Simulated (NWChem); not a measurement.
**C2HF2Ga (SMILES C#[C][Ga]([F])[F]): levels of theory compared**

We compute a comparison of 4 runs (HF/STO-3G, HF/3-21G, B3LYP/6-31G*) of C2HF2Ga. 

The calculation is run with NWChem 7.3.0.

**1. The system as given**

C2HF2Ga has 6 atoms, charge 0, and is taken as a singlet. As SMILES, `C#[C][Ga]([F])[F]`. The coordinates come from a PBE0-D4/def2-TZVP relaxation.

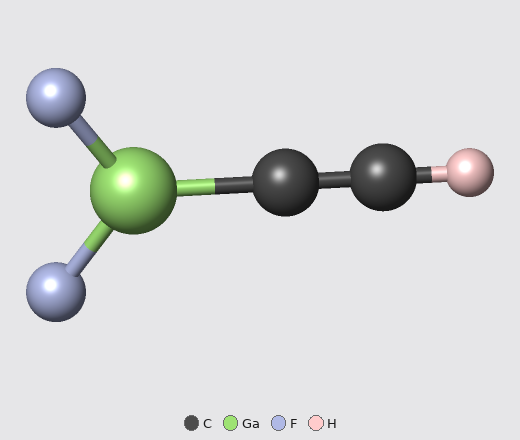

The structure, seen from a chosen angle (carbon dark grey, gallium green, fluorine light blue, hydrogen pink).

**2. Energy and forces at HF/STO-3G (run 1)**

c2hf2ga.xyz reads:

```xyz
6
C2HF2Ga
C     -0.242600     0.981600     1.587200
C     -0.087000     0.352900     0.570900
Ga     0.154500    -0.624900    -1.010200
F      0.241600    -2.356000    -1.061300
F      0.313800     0.108300    -2.573600
H     -0.380300     1.538200     2.487000
```

c2hf2ga.nw reads:

```
START c2hf2ga
TITLE "C2HF2Ga"
memory 2200 mb

GEOMETRY noautosym nocenter noautoz
  load format xyz c2hf2ga.xyz
END

BASIS spherical bse
  C library STO-3G
  Ga library STO-3G
  F library STO-3G
  H library STO-3G
END

SCF
  thresh 1e-08
  maxiter 80
END

TASK scf gradient
```

Command:

```console
$ nwchem c2hf2ga.nw > c2hf2ga.out
```

Log:

```text
[...]
  functions       =    39
[...]
  wavefunction    = RHF
[...]
         Total SCF energy =  -2172.294041380248
      One-electron energy =  -3701.107411493850
      Two-electron energy =   1202.013240794350
 Nuclear repulsion energy =    326.800129319252
        Time for solution =      2.9s
[...]
                         RHF ENERGY GRADIENTS
    atom               coordinates                        gradient
                 x          y          z           x          y          z
   1 C      -0.458448   1.854955   2.999373   -0.009664   0.039014   0.063058
   2 C      -0.164406   0.666884   1.078845    0.000043  -0.000051  -0.000049
   3 Ga      0.291963  -1.180890  -1.909001    0.001558  -0.006287  -0.010174
   4 F       0.456558  -4.452194  -2.005566    0.002604  -0.063478   0.002887
   5 F       0.592996   0.204657  -4.863399    0.005375   0.031143  -0.055171
   6 H      -0.718663   2.906777   4.699749    0.000085  -0.000341  -0.000551
[...]
```

It took 4.2 s on 1 thread of Intel Xeon 6975P-C (Granite Rapids), shared host; peak memory 0.097 GiB.

**3. Energy and forces at HF/3-21G (run 2)**

c2hf2ga.nw reads:

```
start c2hf2ga
memory 2200 mb

geometry noautosym nocenter noautoz
 C       -0.242600       0.981600       1.587200
 C       -0.087000       0.352900       0.570900
 Ga       0.154500      -0.624900      -1.010200
 F        0.241600      -2.356000      -1.061300
 F        0.313800       0.108300      -2.573600
 H       -0.380300       1.538200       2.487000
end

basis "ao basis" spherical bse
 * library 3-21G
end

scf
 thresh 1e-08
 maxiter 80
 print medium
end

task scf gradient
```

Command:

```console
$ nwchem c2hf2ga.nw > c2hf2ga.out
```

Log:

```text
[...]
  functions       =    60
[...]
  wavefunction    = RHF
[...]
         Total SCF energy =  -2187.635436800131
      One-electron energy =  -3704.514053029321
      Two-electron energy =   1190.078486909938
 Nuclear repulsion energy =    326.800129319252
        Time for solution =      2.5s
[...]
                         RHF ENERGY GRADIENTS
    atom               coordinates                        gradient
                 x          y          z           x          y          z
   1 C      -0.458448   1.854955   2.999373   -0.001893   0.007573   0.012229
   2 C      -0.164406   0.666884   1.078845    0.003919  -0.015737  -0.025452
   3 Ga      0.291963  -1.180890  -1.909001   -0.004315   0.017406   0.028258
   4 F       0.456558  -4.452194  -2.005566    0.001325  -0.029107   0.000262
   5 F       0.592996   0.204657  -4.863399    0.002570   0.013362  -0.025814
   6 H      -0.718663   2.906777   4.699749   -0.001606   0.006503   0.010516
[...]
```

It took 3.9 s on 1 thread of Intel Xeon 6975P-C (Granite Rapids), shared host; peak memory 0.098 GiB.

Run 3 isn't shown in full; the table further down has it.

**4. Energy and gradient at B3LYP/6-31G(d) (spherical functions) (run 4)**

run.py reads:

```python
from ase import Atoms
from ase.calculators.nwchem import NWChem

atoms = Atoms(['C', 'C', 'Ga', 'F', 'F', 'H'], positions=[
    [-0.242600, 0.981600, 1.587200],
    [-0.087000, 0.352900, 0.570900],
    [0.154500, -0.624900, -1.010200],
    [0.241600, -2.356000, -1.061300],
    [0.313800, 0.108300, -2.573600],
    [-0.380300, 1.538200, 2.487000],
])

calc = NWChem(
    label='a',
    theory='dft',
    memory='2200 mb',
    basis='6-31G*',
    basispar='spherical bse',
    dft={'xc': 'b3lyp', 'mult': '1', 'grid': 'fine', 'convergence': 'energy 1e-08', 'iterations': '100', 'mulliken': None},
)
atoms.calc = calc

forces = atoms.get_forces()
e = atoms.get_potential_energy()
print(f"E = {e:.6f} eV")
print("forces (eV/A):")
for s, f in zip(atoms.symbols, forces):
    print(f"{s:2s} {f[0]:10.5f} {f[1]:10.5f} {f[2]:10.5f}")
print("dipole (e A):", atoms.get_dipole_moment().round(4))
```

Command:

```console
$ export ASE_NWCHEM_COMMAND="nwchem PREFIX.nwi > PREFIX.nwo"
$ python run.py
```

Log:

```text
E = -59895.625237 eV
forces (eV/A):
C    -0.11004    0.44547    0.72032
C     0.09600   -0.38937   -0.62899
Ga   -0.01481    0.06176    0.09611
F     0.01208   -0.28837    0.01157
F     0.02453    0.13899   -0.24991
H    -0.00776    0.03147    0.05086
dipole (e A): [-0.0853  0.3452  0.5586]
```

The calculator wrote a.nwi:

```
title "a"

permanent_dir a

scratch_dir a

start a

geometry units angstrom nocenter noautosym noautoz
  C  -2.4260000000000001e-01 9.8160000000000003e-01 1.5871999999999999e+00
  C  -8.6999999999999994e-02 3.5289999999999999e-01 5.7089999999999996e-01
  Ga 1.5450000000000000e-01 -6.2490000000000001e-01 -1.0102000000000000e+00
  F  2.4160000000000001e-01 -2.3559999999999999e+00 -1.0612999999999999e+00
  F  3.1380000000000002e-01 1.0829999999999999e-01 -2.5735999999999999e+00
  H  -3.8030000000000003e-01 1.5382000000000000e+00 2.4870000000000001e+00
end

memory 2200 mb

basis spherical bse noprint
   * library 6-31G*
end

dft
  xc b3lyp
  mult 1
  grid fine
  convergence energy 1e-08
  iterations 100
  mulliken
end

task dft gradient
```

a.nwo, cut to the lines that bear on the results:

```text
[...]
         Total DFT energy =    -2201.123646665732
[...]
  wavefunction    = closed shell
                         DFT ENERGY GRADIENTS
    atom               coordinates                        gradient
                 x          y          z           x          y          z
   1 C      -0.458448   1.854955   2.999373    0.002140  -0.008663  -0.014008
   2 C      -0.164406   0.666884   1.078845   -0.001867   0.007572   0.012232
   3 Ga      0.291963  -1.180890  -1.909001    0.000288  -0.001201  -0.001869
   4 F       0.456558  -4.452194  -2.005566   -0.000235   0.005608  -0.000225
   5 F       0.592996   0.204657  -4.863399   -0.000477  -0.002703   0.004860
   6 H      -0.718663   2.906777   4.699749    0.000151  -0.000612  -0.000989
[...]
```

Run time: 20 s. Hardware: 1 thread of Intel Xeon 6975P-C (Granite Rapids), shared host; peak memory 0.11 GiB.

**5. Overview of the runs**

```tsv
run	level	Cartesian functions	iteration cap	energy (Eh)	dipole moment (D)	HOMO energy (eV)	LUMO energy (eV)	wall time
1	HF/STO-3G	no	80	-2172.294041	1.05	-8.10	4.97	4.2 s
2	HF/3-21G	no	80	-2187.635437	3.61	-11.83	1.60	3.9 s
3	B3LYP/6-31G* (Cartesian functions)	yes	100	-2201.134772	–	–	–	21 s
4	B3LYP/6-31G* (spherical functions)	no	100	-2201.123647	3.18	-8.56	-1.78	20 s
```

**6. What came out**

```
                       quantity           value
            run 4: total energy  -2201.12365 Eh
           run 4: dipole moment          3.18 D
             run 4: HOMO energy        -8.56 eV
             run 4: LUMO energy        -1.78 eV
           run 4: HOMO–LUMO gap         6.79 eV
run 4: largest force on an atom      0.854 eV/Å
```

**Reading.** Over runs 1, 2, 4 the dipole moment (its size) runs from 1.05 D (HF/STO-3G) to 3.61 D (HF/3-21G). Over runs 1, 2, 4 the HOMO–LUMO gap runs from 6.79 eV (B3LYP/6-31G*) to 13.43 eV (HF/3-21G). The two ends differ in method and basis. In run 1 the basis is minimal, so the values are rough. All runs together took 49 s, the longest 21 s.
